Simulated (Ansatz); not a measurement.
**CH₇GaMgSi (SMILES [CH3][GaH][SiH2][MgH]): density, localisation and related maps**

Input file:

```
crystal:
  periodic: [false, false, false]
  atoms:
    - symbol: C
      position_ang: [2.707165, 0.887923, -0.164786]
    - symbol: Ga
      position_ang: [1.190441, 0.893184, 1.099111]
    - symbol: Mg
      position_ang: [-1.258699, -2.468398, 1.130551]
    - symbol: Si
      position_ang: [0.527580, -1.042571, 2.336540]
    - symbol: H
      position_ang: [3.251234, -0.066881, -0.182912]
    - symbol: H
      position_ang: [3.414651, 1.689406, 0.104828]
    - symbol: H
      position_ang: [2.348442, 1.111694, -1.183225]
    - symbol: H
      position_ang: [0.319670, 2.211448, 1.194775]
    - symbol: H
      position_ang: [-0.033270, -0.637446, 3.673588]
    - symbol: H
      position_ang: [1.721022, -1.914863, 2.623599]
    - symbol: H
      position_ang: [-2.434430, -3.401888, 0.320300]
basis:
  gaussian:
    orbitals: def2-TZVPD
hamiltonian:
  xc: {name: PBE0}
output: {forces: true, orbitals: {seedname: orbitals}}
```

Run with:

```sh
ansatz run input.yaml --threads 2 --pin off --max-ram 4350MiB --events-out events.jsonl --progress --plain --runs-dir runs
```

Geometry: PBE0-D3(BJ)/def2-SVP.

Computed with isolated molecule in a Gaussian basis; Kohn-Sham density functional theory, functional PBE0 (Ansatz).

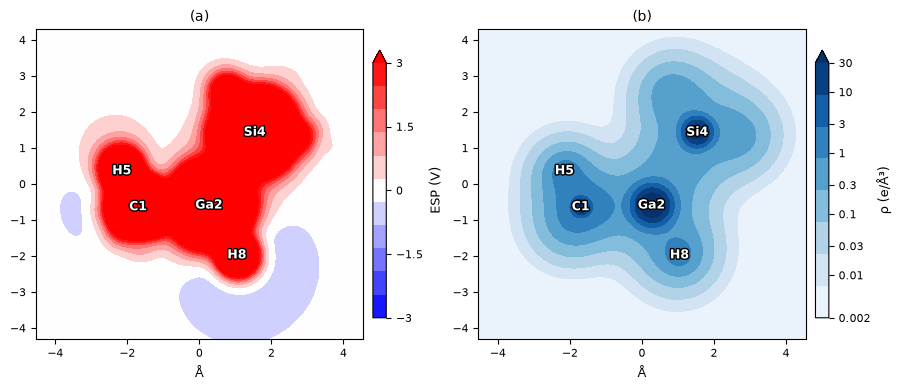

Figure 1. (a) electrostatic potential; (b) total electron density on the plane of atoms C1, Ga2 and H8.

**Interpret the plot.**

The section cuts through C, Ga, Si and H sites.
C–Ga (1.97 Å): ρ at the midpoint is about 0.77 e/Å³.
Ga–Si (2.39 Å): ρ at the midpoint is about 0.53 e/Å³.
C–H (1.10 Å): ρ is about 1.9 e/Å³ halfway.
Ga–H (1.58 Å): ρ at the midpoint is about 0.95 e/Å³.
Outside the dense part of the molecule the potential is most negative (−0.5 V) near H8.

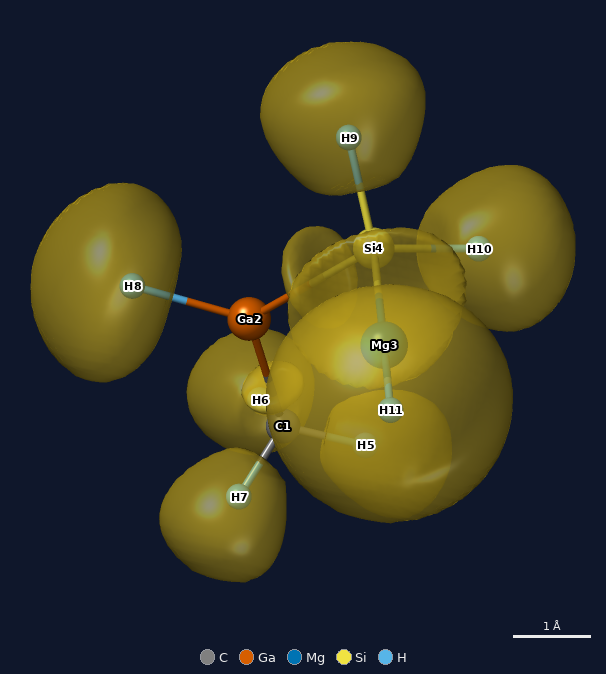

Figure 2. Isosurface of the electron localisation function at 0.85 (yellow), seen at an oblique angle. Only the valence region is drawn (cores and ρ < 0.01 e/Å³ removed).

**What do the ELF domains correspond to?**

The ELF exceeds this value in one region between bonded Ga–Si atoms (shared pairs), seven regions around hydrogen nuclei, one lobe of the valence shell of C pointing towards Ga (polar bonds) and one lobe of the valence shell of Si pointing towards Mg (polar bonds). Profiles from the grid: C–Ga (1.97 Å): the ELF peaks at about 0.90 in the valence shell of C, 0.7 Å from its nucleus, and is about 0.55 at the midpoint. Ga–Si (2.39 Å): the ELF peaks at about 0.95 between the atoms; a shared electron pair.

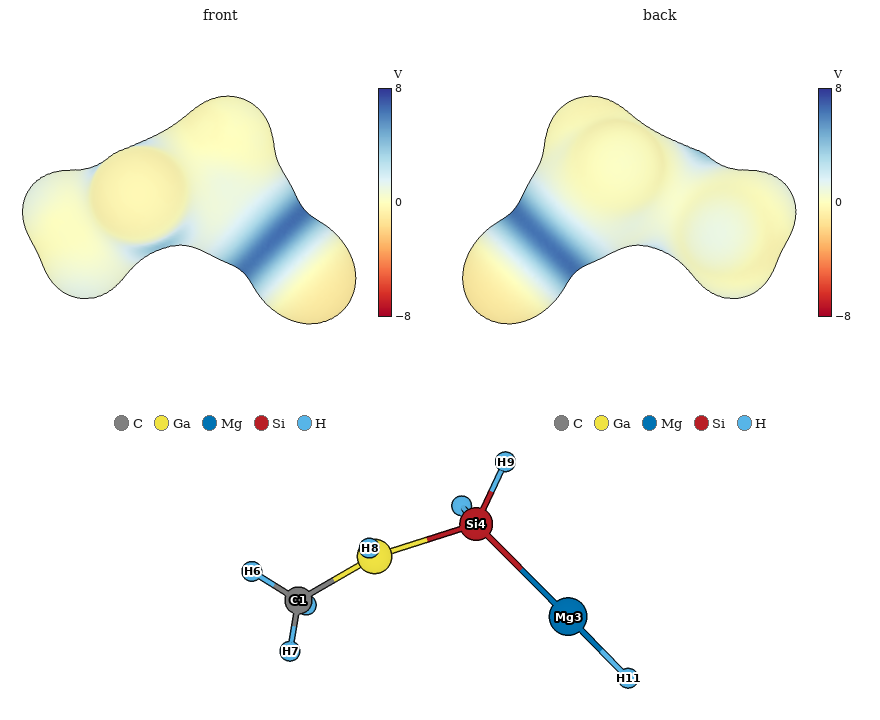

Figure 3. The electrostatic potential painted on the density surface at 0.004 e/bohr³, seen from the front and from behind; red is negative and blue positive. The bare structure is drawn below in the same view.

**Describe the electrostatic potential map.**

The most negative region (about −1.0 V) lies over H11, the most positive (about +6.5 V) over Mg3.

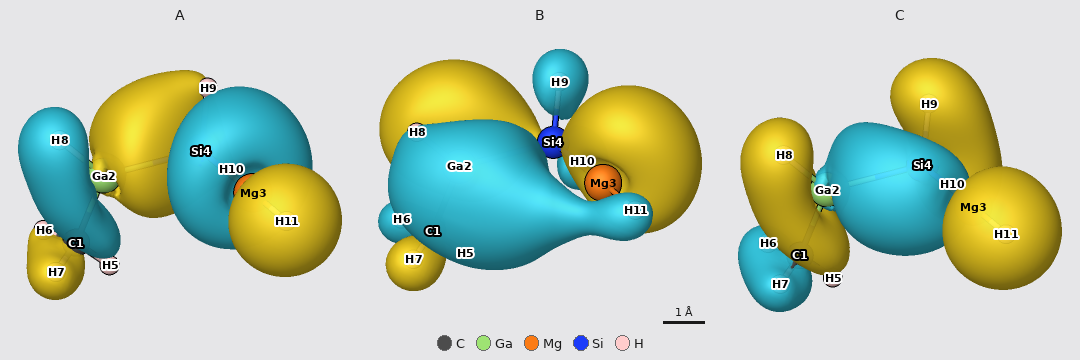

Figure 4. Three frontier orbitals at ±0.05 Å⁻³ᐟ² (yellow and cyan are the two phases), in no order.

**Which picture is the HOMO−1, the HOMO and the LUMO?**

C is the HOMO−1 (−7.51 eV). It lies mainly on Si4 (about 35 %), Ga2 (about 15 %), H11 (about 15 %), Mg3 (about 10 %), C1 (about 5 %) and H9 (about 5 %). A is the HOMO (−6.42 eV). Its weight (Hirshfeld) is mainly on Si4 (about 40 %), Mg3 (about 20 %), Ga2 (about 15 %) and H11 (about 10 %). B is the LUMO (−1.71 eV). Its weight (Hirshfeld) is mainly on Ga2 (about 50 %), Mg3 (about 25 %) and Si4 (about 15 %).

**What is the HOMO–LUMO gap?**

4.71 eV between the orbital energies.
